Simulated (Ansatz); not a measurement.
A series of calculations on BH3OClF

### Relaxation

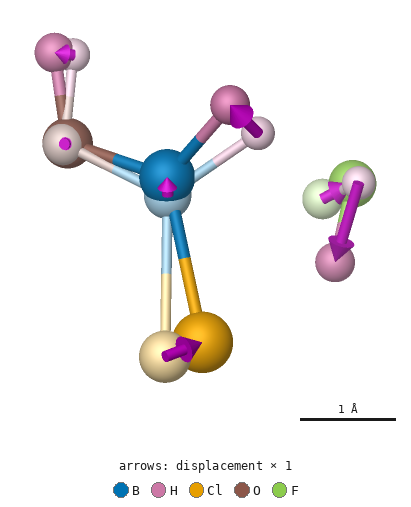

This is a relaxation of BH$_{3}$OClF. The starting structure is drawn faded, the final one solid; purple arrows show the displacements, at their true length. The two geometries are superimposed by the best rigid fit.

The picture is a ball-and-stick view, seen at a tilt.

The run prepares an end point of a later path (reaction) calculation, from a guessed geometry.

All numbers below come from RKS PBE0/def2-SVP (Ansatz 0.2.0).

The input:
```yaml
crystal:
  periodic: [false, false, false]
  atoms:
    - { symbol: B, position_ang: [0.06586, -0.328565, -0.084565] }
    - { symbol: H, position_ang: [0.075125, -0.470131, 1.107473] }
    - { symbol: Cl, position_ang: [1.611893, -0.280055, -0.917756] }
    - { symbol: O, position_ang: [-1.058694, -0.350753, -0.81103] }
    - { symbol: H, position_ang: [-1.857564, -0.390236, -0.276715] }
    - { symbol: F, position_ang: [0.001422, 1.983671, 0.926718] }
    - { symbol: H, position_ang: [0.361359, 1.332669, 1.474774] }
basis:
  gaussian: { orbitals: def2-SVP }
hamiltonian:
  xc: pbe0
relax:
  f_tol: 0.03
  max_steps: 50
```

Command:
```bash
ansatz run input.yaml --threads 2 --pin off --max-ram 3072MiB --backend cpu --events-out ev --progress --plain --runs-dir out
```

Describe the change and its energy.

Answer. Over 18 accepted moves (23 points after the start) the energy falls by 14.5 kJ/mol. Largest force component: 0.34 eV/Å at the start, 0.017 eV/Å at the end. The line search rejected the trial steps at points 2, 4, 9, 13, 22 of the run. The atom that moves furthest after the best rigid fit is H7 (0.94 Å). By element the largest moves are H 0.94 Å, Cl 0.50 Å, F 0.37 Å, B 0.21 Å, O 0.10 Å. Among the contacts that change: B1–Cl3 1.757 → 1.781 Å, B1–O4 1.339 → 1.334 Å, F6–H7 0.924 → 0.928 Å. Among the angles between lasting bonds that change: Cl3–B1–O4 118.8° → 116.8°.

### Relaxation

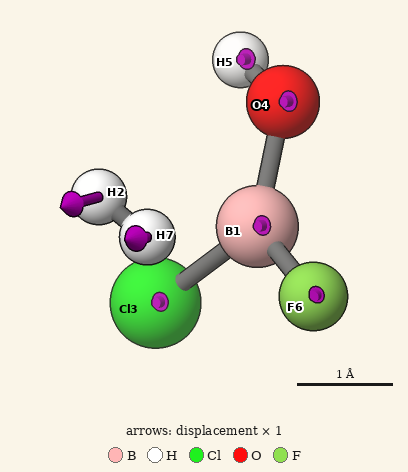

A relaxation of BH3OClF. The starting structure is drawn; purple arrows show the displacements, at their true length. The two geometries are superimposed by the best rigid fit.

The picture is a ball-and-stick view, seen from a free direction.

The run prepares an end point of a later path (reaction) calculation, from a guessed geometry.

All numbers below come from RKS PBE0/def2-SVP in Ansatz 0.2.0. Set-up: no spin polarisation; force threshold 0.03 eV/Å; at most 50 steps.

**What happened in the run?**

Over 10 accepted moves (12 points after the start) the energy falls by 3.49 kcal/mol. Largest force component: 1.7 eV/Å at the start, 0.021 eV/Å at the end. The line search rejected the trial steps at points 3, 11 of the run. The forces were under the threshold at step 5, but the run went on from there. H2 moves most after the best rigid fit: 0.74 Å. Largest moves by element: H 0.74 Å, O 0.27 Å, B 0.25 Å, Cl 0.23 Å, F 0.19 Å. Among the contacts that change: H2–H7 0.718 → 0.761 Å.

### Path

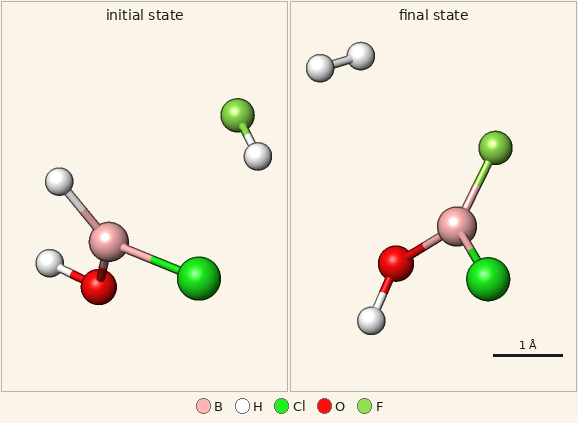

The two relaxed end points of a path for BH$_{3}$OClF, made up at the start of BH₂OCl and HF. The picture is a ball-and-stick view, seen from a free direction.

These are results of RKS PBE0/def2-SVP (Ansatz 0.2.0), not measurements.

Settings: 5 movable images; climbing image; force threshold 0.03 eV/Å; iteration limit 60.

Start:
```xyz
7

B    -0.0521   -0.4726    0.0531
H    -0.1514   -0.9918    1.1324
Cl    1.5665    0.0180   -0.5053
O    -1.0632   -0.2918   -0.7986
H    -1.9127   -0.5610   -0.4324
F     0.0264    2.0014    1.2308
H     0.7859    1.7943    0.7389
```

End:
```xyz
7

B    -0.1859    0.5571   -0.5743
H     0.5726   -0.2284    2.5908
Cl    1.2127   -0.2429   -1.3013
O    -1.4147    0.0251   -0.6090
H    -1.4522   -0.8245   -1.0593
F    -0.0093    1.7213    0.0170
H     0.4762    0.4889    2.3550
```

Predict the minimum-energy path and its barrier.

The energy climbs by 1.00 eV to image 2 and then falls by 2.15 eV, so the end point sits at −1.15 eV. Breaking: B1–H2 (1.20 → 1.35 at the top → 3.35 Å), F6–H7 (0.93 → 1.15 at the top → 2.69 Å). Forming: B1–F6 (2.74 → 1.66 at the top → 1.32 Å), H2–H7 (2.97 → 1.05 at the top → 0.76 Å). The band converged in 35 iterations, with a climbing image at the top. At the top, the vibrational analysis gives one imaginary mode (1138i cm⁻¹), as a transition state must have.

Energies of the converged images:

| image | path (Å) | E (eV) |
| --- | --- | --- |
| 0 | 0.00 | 0.000 |
| 1 | 1.21 | 0.127 |
| 2 | 2.43 | 0.996 |
| 3 | 3.70 | -1.068 |
| 4 | 4.97 | -1.129 |
| 5 | 6.24 | -1.124 |
| 6 | 7.51 | -1.153 |

The geometry at the top of the path:

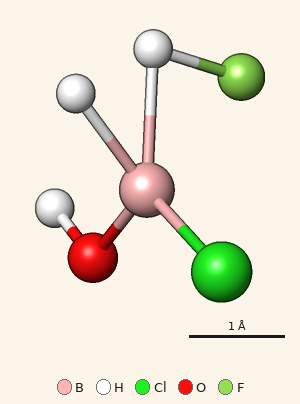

Limits of the set-up: the start holds two separate molecules, 2.3 Å apart at their closest, whose relative position is a soft coordinate and is computed without a dispersion correction.

The run took 2.8 min on 2 threads of Arm Neoverse V2, on a shared host, peak memory 0.17 GiB.
